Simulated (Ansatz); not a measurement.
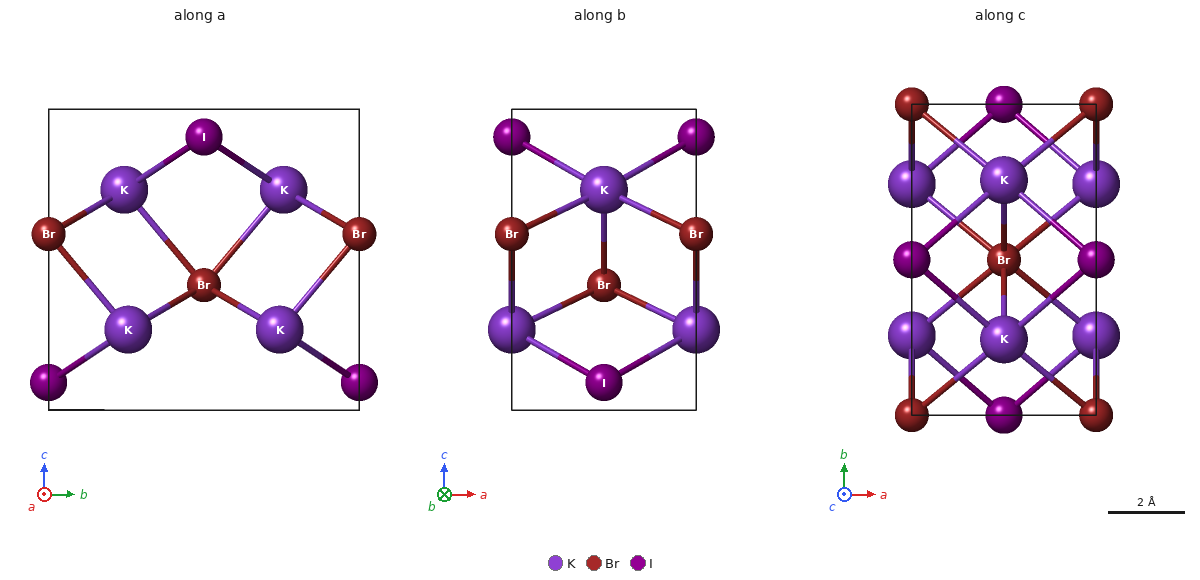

View along the a axis, along the b axis and along the c axis, drawn as a ball-and-stick model. Atoms at the boundary of the unit cell (the box) are drawn once for each face, edge or corner they touch.

Lattice parameters: a = 4.900 Å, b = 8.261 Å, c = 7.990 Å, α = 90.00°, β = 90.00°, γ = 90.00°. Put a along x and b in the xy plane.

Give the structure in the form of a POSCAR file, with free fractional coordinates to two decimals.

Answer.
```
K Br I
1.0
     4.900    0.000    0.000
     0.000    8.261    0.000
     0.000    0.000    7.990
K Br I
4 2 2
Direct
  0.50 0.24 0.73
  0.50 0.76 0.73
  0.00 0.26 0.27
  0.00 0.74 0.27
  0.50 0.50 0.42
  0.00 0.00 0.59
  0.50 0.00 0.09
  0.00 0.50 0.91
```

Shown is a generated cell, made by putting these elements into a known structure type (the compound may or may not exist in this form), as it stood before any relaxation. It was the input of a calculation with Ansatz.
